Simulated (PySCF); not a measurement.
C7H11FOSi

```xyz
21

C    -1.7585    1.9237    0.6074
C    -0.6338    1.2428    0.7714
Si   -0.4036   -0.5787    0.3084
C     0.3574   -0.7872   -1.3961
C     1.5699   -0.3721   -1.7689
C     2.5013    0.3007   -0.9003
C     3.6899    0.7240   -1.3143
F     4.5450    1.3514   -0.4899
O    -1.8136   -1.3563    0.0725
C    -2.8247   -1.6142    0.9961
H    -2.6409    1.4653    0.1894
H    -1.8550    2.9661    0.8738
H     0.2180    1.7691    1.1860
H     0.3747   -1.2160    1.3853
H    -0.2547   -1.2843   -2.1368
H     1.9177   -0.5322   -2.7836
H     2.2067    0.4584    0.1250
H     4.0911    0.6250   -2.3126
H    -2.4855   -2.3348    1.7443
H    -3.6760   -2.0319    0.4570
H    -3.1343   -0.7016    1.5098
```

Geometry: GFN2-xTB.

Level of theory: PBE0/pcSseg-1, SCF density, gas phase, non-relativistic (PySCF).

Q: What can the converged electron density and electron localisation function tell about the bonding?

A: C–C (1.33 Å): the density is about 2.3 e/Å³ at the midpoint; the ELF peaks at about 0.95 between the atoms (a short, multiple covalent bond).
C–F (1.34 Å): the density is about 2.3 e/Å³ at the midpoint; the ELF peaks at about 0.85 between the atoms: a polar covalent bond.
C–O (1.39 Å): ρ at the midpoint is about 2.1 e/Å³, with its minimum of 1.8 e/Å³ about 0.5 Å from C; the ELF peaks at about 0.90 between the atoms (a polar covalent bond).
Si–O (1.63 Å): ρ at the midpoint is about 1.2 e/Å³; the ELF peaks at about 0.85 between the atoms, as expected for a polar covalent bond.

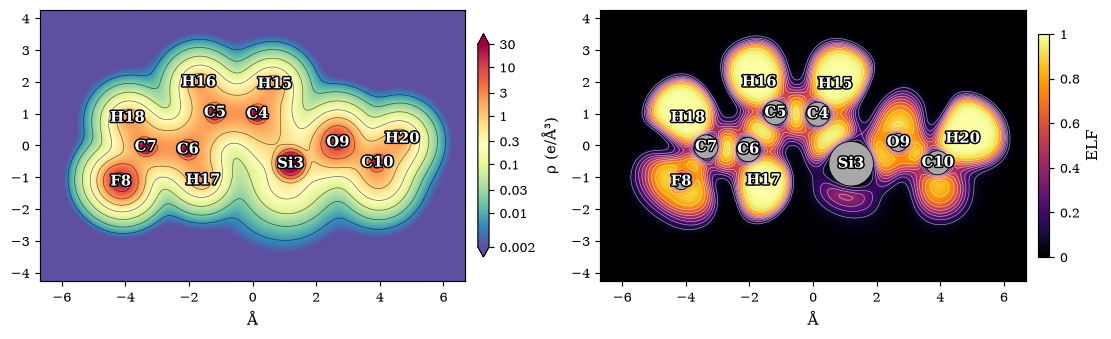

Computed electron density and electron localisation function on the plane of atoms C4, C5 and H16, in this order. Grey discs cover the atomic cores in the ELF map. 
